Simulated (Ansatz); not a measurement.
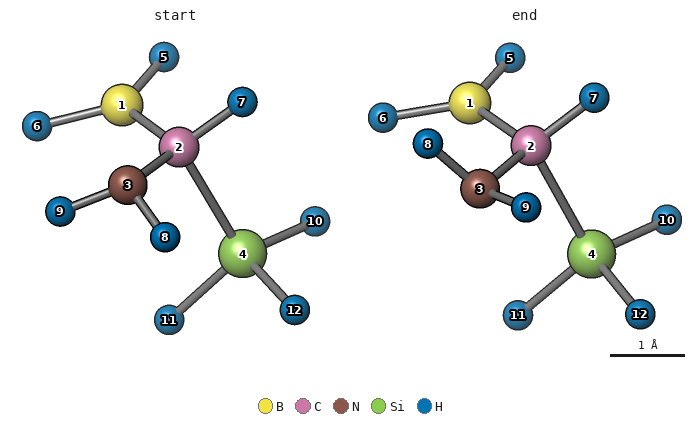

The two relaxed end points of a path for CH8BNSi. Style: ball-and-stick. Shown from a free direction.

Level of theory: RKS B3LYP/def2-SVP in Ansatz 0.2.0.

Set-up: 5 movable images; climbing image; force threshold 0.05 eV/Å; iteration limit 60.

Start:
```xyz
12

B    -0.9462    1.2185   -0.2612
C     0.1705    0.4989    0.4918
N    -0.1258   -0.2504    1.6958
Si    0.6825   -0.7144   -0.9728
H    -0.6685    2.0414   -1.0997
H    -2.1019    0.8941   -0.1055
H     1.0857    1.1094    0.6038
H     0.5260   -1.0091    1.8886
H    -1.0737   -0.6215    1.7004
H     1.2959   -0.0486   -2.1581
H    -0.4670   -1.5627   -1.4025
H     1.6997   -1.6110   -0.3464
```

End:
```xyz
12

B    -0.9745    1.1752   -0.2613
C     0.1326    0.3696    0.4308
N    -0.2457   -0.5433    1.4999
Si    0.6798   -0.7576   -1.0523
H    -0.6701    2.0389   -1.0493
H    -2.1420    0.9208   -0.0813
H     1.0335    0.9969    0.6110
H    -0.8326   -0.0960    2.2012
H     0.5604   -0.9467    1.9733
H     1.4216    0.0183   -2.0883
H    -0.4817   -1.4489   -1.6780
H     1.5957   -1.7825   -0.4717
```

> Predict the minimum-energy path and its barrier.

Forward barrier 0.241 eV, backward barrier 0.244 eV, with image 3 at the top; the reaction energy is −0.003 eV. The motion is a rotation about the C2–N3 bond by about 155°. No bond forms or breaks between the ends. Bond angles that change up to the highest image, for instance: B1–C2–Si4 96.5° → 106.0°, B1–C2–H7 113.3° → 109.3°. The band converged in 15 iterations. The largest component of the band force went from 45 to 0.037 eV/Å. The climbing image converged on the top of the path. Its vibrational analysis gives one imaginary mode (343i cm⁻¹), as a transition state must have.

Energies of the converged images:

| image | path (Å) | E (eV) |
| --- | --- | --- |
| 0 | 0.00 | 0.000 |
| 1 | 0.59 | 0.052 |
| 2 | 1.17 | 0.169 |
| 3 | 1.76 | 0.241 |
| 4 | 2.34 | 0.165 |
| 5 | 2.92 | 0.042 |
| 6 | 3.50 | -0.003 |

The geometry at the top of the path:

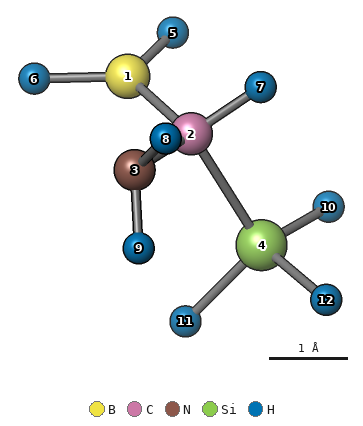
